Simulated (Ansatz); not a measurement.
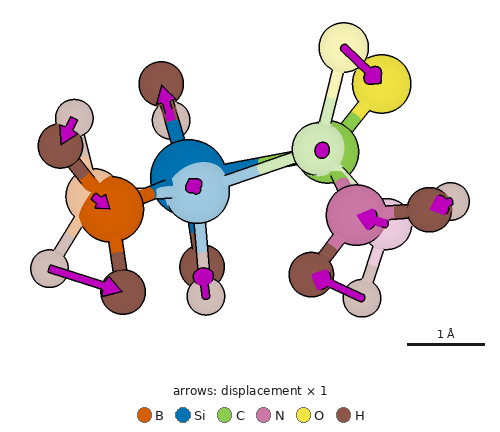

This is a relaxation of CH₆BNOSi. The starting structure is drawn faded, the final one solid; purple arrows show the displacements, at their true length. The two geometries are superimposed by the best rigid fit.

The picture is a ball-and-stick view, seen at a tilt.

The run prepares an end point of a later path (hydrogen shift) calculation, from a guessed geometry.

All numbers below come from Ansatz 0.2.0, RKS PBE-D4/def2-SVP. Settings: no spin polarisation; force threshold 0.02 eV/Å; at most 50 steps.

What did the optimiser do to the structure, and how much energy did it gain?

After 37 accepted moves (43 points after the start) the energy has fallen by 25.3 kcal/mol. Largest force component: 6.2 eV/Å at the start, 0.0055 eV/Å at the end. The line search rejected the trial steps at points 14, 15, 23, 30, 38, 41 of the run. An H atom moves most after the best rigid fit: 1.10 Å. Largest moves by element: H 1.10 Å, O 1.04 Å, N 0.52 Å, Si 0.31 Å, B 0.30 Å, C 0.27 Å. Some distances before and after: C–O 1.373 → 1.223 Å, C–Si 1.839 → 1.989 Å, B–Si 1.904 → 1.989 Å, B–H 1.150 → 1.221 Å. Among the angles between lasting bonds that change: H–N–H 128.3° → 119.1°, B–Si–C 110.0° → 101.3°, B–Si–H 106.1° → 114.8°. Groups turn about C–Si by about 55°, B–Si by about 40°. The run took 97 s on 2 threads of Arm Neoverse V2, on a shared host, peak memory 0.17 GiB.
